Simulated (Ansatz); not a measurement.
The calculation's input:

```
crystal:
  lattice:
    - [0.0, 3.2758203305, 3.2758203305]
    - [3.2758203305, 0.0, 3.2758203305]
    - [3.2758203305, 3.2758203305, 0.0]
  atoms:
    - { symbol: Si, position: [0.25, 0.25, 0.25] }
    - { symbol: Si, position: [0.75, 0.75, 0.75] }
    - { symbol: Si, position: [0.5, 0.5, 0.5] }
    - { symbol: Br, position: [0.0, 0.0, 0.0] }
basis:
  ecutwfc: 420
kpoints:
  mp_grid: { grid: [12, 12, 12] }
hamiltonian:
  xc: pbe
scf:
  occupations: { method: gaussian, width: 0.1 }
output:
  forces: true
  stress: true
  eigenvalues: true
  write_density: true
  write_potential: true
  elf: true
  volumetric_format: npy
relax:
  adjacent_minimum: "off"
  f_tol: 0.01
  max_steps: 80
  cell: { stress_tol: 0.05 }
```

Command:

```sh
ansatz run input.yaml --threads 1 --pin off --max-ram 2560MiB --backend cpu --events-out ev --progress --plain --runs-dir out
```

Below, planes, directions and counts refer to the conventional cell (a = 6.59 Å, b = 6.59 Å, c = 6.59 Å, α = 90.00°, β = 90.00°, γ = 90.00°).

The fields are those of the run's last geometry, not of the input's.

Space group Fm-3m; a structure generated by program, which may or may not match a known phase; computed without spin polarisation.

These are results of Ansatz, DFT PBE, scalar-relativistic, plane waves, PAW, not measurements.

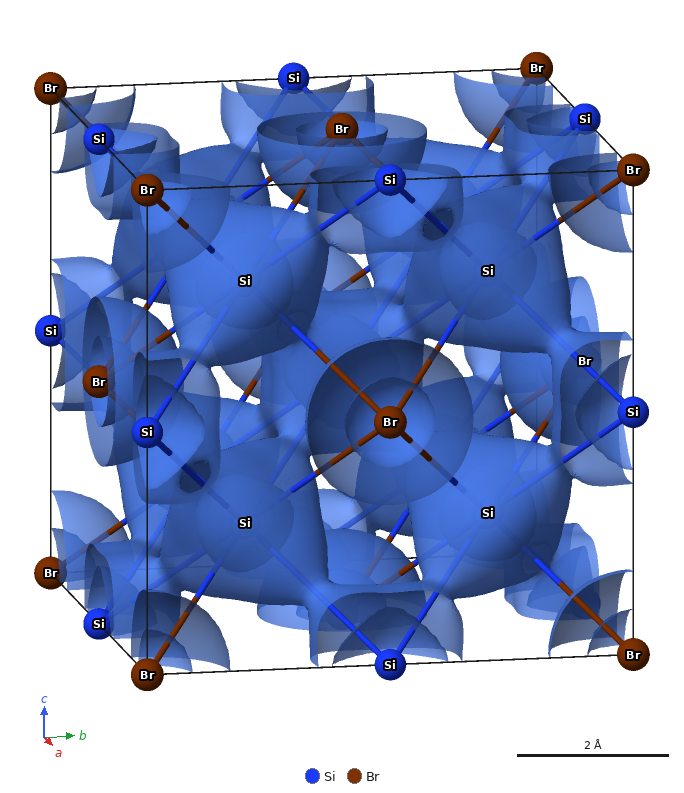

Si3Br. Isosurface of the electron localisation function at 0.65 (blue), seen slightly off an axis. Only the valence region is drawn (cores and ρ < 0.01 e/Å³ removed). Sticks mark near contacts.

> Where are the electrons localised?

The surface consists of four regions wrapped around Br (the valence shell of each), one network that runs through the whole crystal and eight small core shells on Si, counted in one cell of 16 atoms. Any copies at cell faces, edges or corners count once.

Values along the shortest contacts:
Si–Si (2.85 Å): the ELF peaks at about 0.85 between the atoms. Si–Br (2.85 Å): the ELF is about 0.35 at the midpoint.
